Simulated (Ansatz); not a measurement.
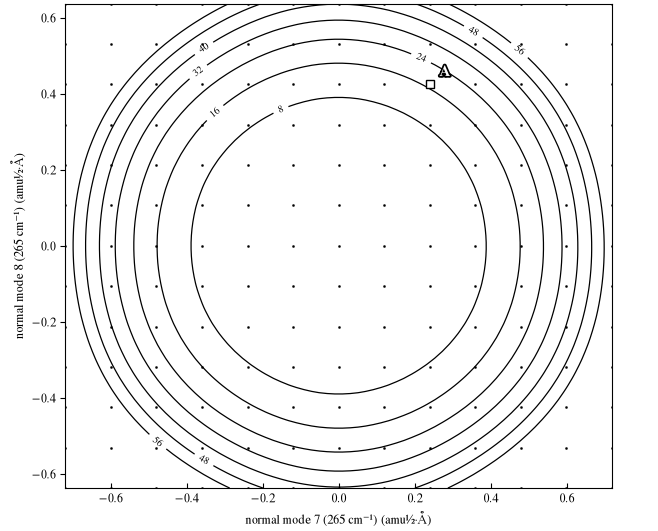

FH3O3Zr, SMILES [OH][Zr]([OH])([OH])[F]. Coordinates scanned: (1) normal mode 7 (265 cm⁻¹); (2) normal mode 8 (265 cm⁻¹). Nothing is relaxed (straight displacements along the two mass-weighted modes). The grid has 13 × 13 points. Points are written as (first, second). All energies are given in kJ/mol relative to the relaxed molecule at the same level. These are results of Ansatz, RKS B3LYP-D4/def2-SVP, not measurements.

In the figure: contour lines labelled in kJ/mol (none above 56), dots at the grid points, the point A. Between grid points the surface is interpolated.

> Which way does the force act at A, and how strong is it?

A, at (0.24 amu½·Å, 0.425 amu½·Å), is not a stationary point. The computed force is 58 kJ/mol for each amu½·Å towards smaller values of normal mode 7 (265 cm⁻¹) and 103 kJ/mol for each amu½·Å towards smaller values of normal mode 8 (265 cm⁻¹).
